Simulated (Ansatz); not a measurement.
## Electronic structure of ClGeH$_{4}$P···H$_{2}$ in real space

The calculation's input:

```
crystal:
  periodic: [false, false, false]
  atoms:
    - { symbol: Ge, position_ang: [0.0, 0.0, 0.0] }
    - { symbol: H, position_ang: [0.0, 0.0, 1.9] }
    - { symbol: H, position_ang: [1.4616, 0.0, -0.5162] }
    - { symbol: H, position_ang: [-0.73, 1.2648, -0.5162] }
    - { symbol: Cl, position_ang: [-1.0456, -1.8115, -0.7393] }
    - { symbol: P, position_ang: [0.9563, -2.2436, 0.8104] }
    - { symbol: H, position_ang: [0.0638, -3.2922, 0.4636] }
    - { symbol: H, position_ang: [2.2156, -2.472, 0.1953] }
    - { symbol: H, position_ang: [0.3821, -0.8964, 1.9571] }
basis:
  gaussian: { orbitals: def2-SVP }
hamiltonian:
  xc: pbe0
  dispersion: d4
relax:
  f_tol: 0.15
  max_steps: 25
  restrain:
    - { distance: [0, 5], at: 2.27, k: 30.0 }
    - { distance: [8, 1], at: 0.66, k: 30.0 }
    - { distance: [0, 1], at: 2.75, k: 30.0 }
    - { distance: [8, 5], at: 2.62, k: 30.0 }
output:
  orbitals: {}
```

Run with:

```sh
ansatz run input.yaml --threads 2 --pin off --max-ram 3072MiB --backend cpu --events-out ev --progress --plain --runs-dir out
```

The fields are those of the run's last geometry, not of the input's.

Not at a stationary point (largest force 1.8 eV/Å).

Method: RKS PBE0-D4/def2-SVP (Ansatz 0.2.0).

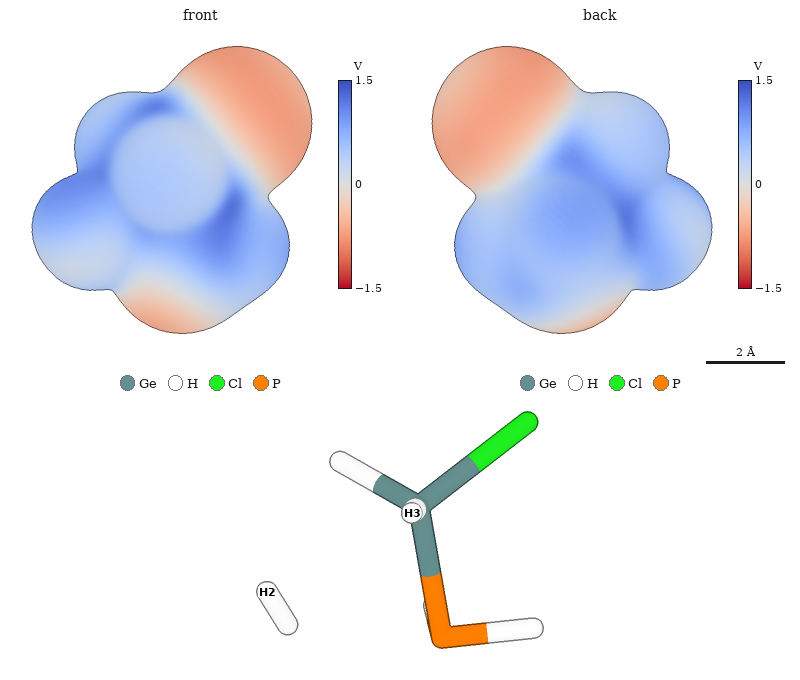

Figure 1. The molecular electrostatic potential painted on the density surface at 0.002 e/bohr³, seen from the front and from behind; the colour scale runs from red (negative) to blue (positive). The bare structure is drawn below in the same view.

Q: Where is the surface potential most negative and most positive?

A: The most negative region (about −0.7 V, or −16 kcal/mol for a unit charge) lies over Cl5, the most positive (about +1.1 V, or +25 kcal/mol for a unit charge) over Ge1 and P6.

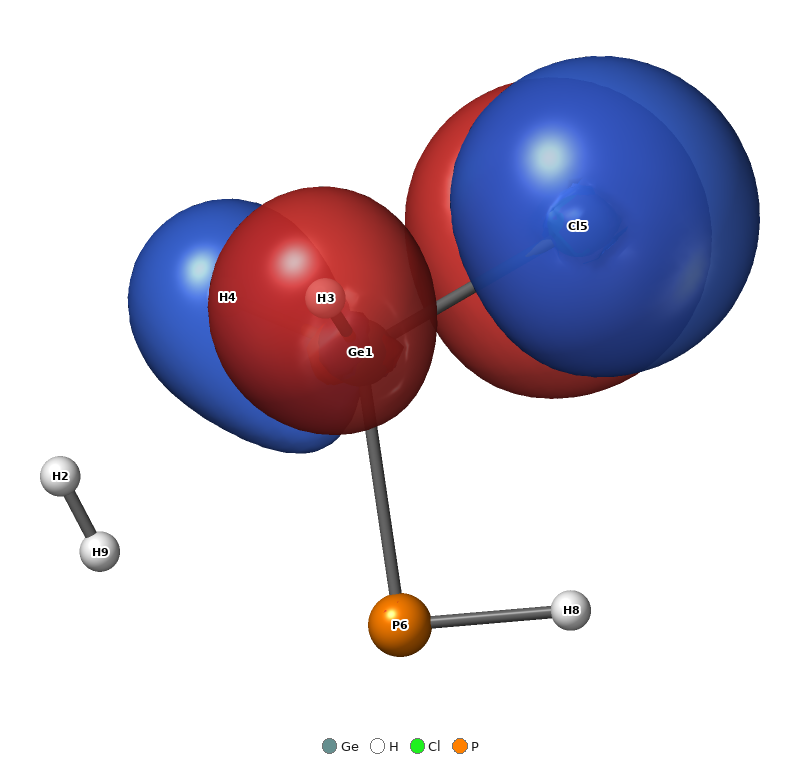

Figure 2. The HOMO−1 at ±0.08 Å⁻³ᐟ² (blue and red are the two phases), seen at a tilt.

Q: What is the character of this orbital?

A: By Hirshfeld shares it lies mainly on Cl5 (about 75 %), Ge1 (about 10 %) and H3 (about 10 %); largely a lone pair of Cl5. Its energy is −8.52 eV.
